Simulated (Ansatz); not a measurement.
```yaml
atoms:
  - { symbol: W, position_ang: [-0.3756, -0.3748, 0.0508] }
  - { symbol: H, position_ang: [0.2282, -0.3377, 1.6533] }
  - { symbol: H, position_ang: [0.7416, 0.8507, 0.4125] }
  - { symbol: H, position_ang: [-0.2737, 0.9710, -0.9293] }
  - { symbol: Cl, position_ang: [-2.6061, -0.4969, -0.5063] }
  - { symbol: H, position_ang: [0.3012, -1.8664, -0.4515] }
  - { symbol: H, position_ang: [0.7946, -0.2965, -1.1567] }
  - { symbol: Br, position_ang: [-1.7208, 1.8294, 1.7674] }
  - { symbol: H, position_ang: [-0.5607, 2.1825, 2.5437] }
```

Core potentials replace the inner electrons of W.

Theory: RKS PBE/def2-SVP (Ansatz).

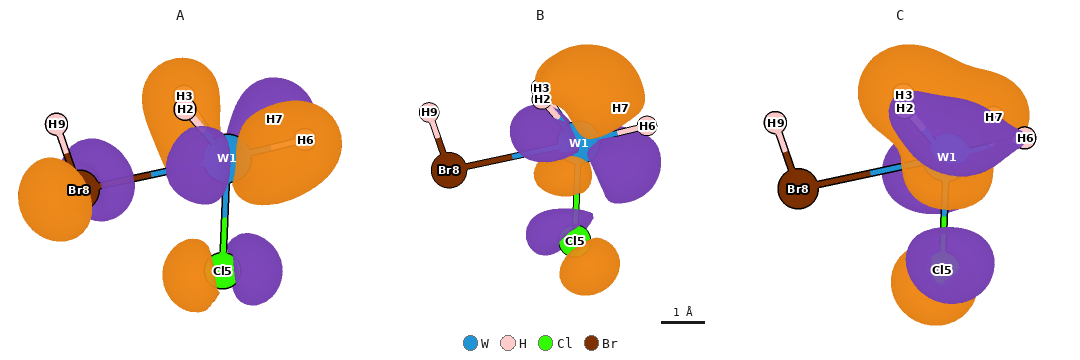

BrClH₆W. Three frontier orbitals at ±0.1 Å⁻³ᐟ² (orange and purple are the two phases), in no order.

Question: Which picture is the HOMO−1, the HOMO and the LUMO?

Answer: A is the HOMO−1 (−7.18 eV). By Hirshfeld shares it lies mainly on W1 (about 40 %), Br8 (about 15 %), H7 (about 15 %), Cl5 (about 10 %), H6 (about 10 %) and H3 (about 10 %). C is the HOMO (−6.66 eV). Its weight (Hirshfeld) is mainly on W1 (about 45 %), Cl5 (about 20 %), H3 (about 15 %), H4 (about 10 %) and H7 (about 5 %). B is the LUMO (−3.92 eV). By Hirshfeld shares it lies mainly on W1 (about 70 %) and Cl5 (about 10 %).

Question: What is the HOMO–LUMO gap?

Answer: 2.74 eV between the orbital energies.
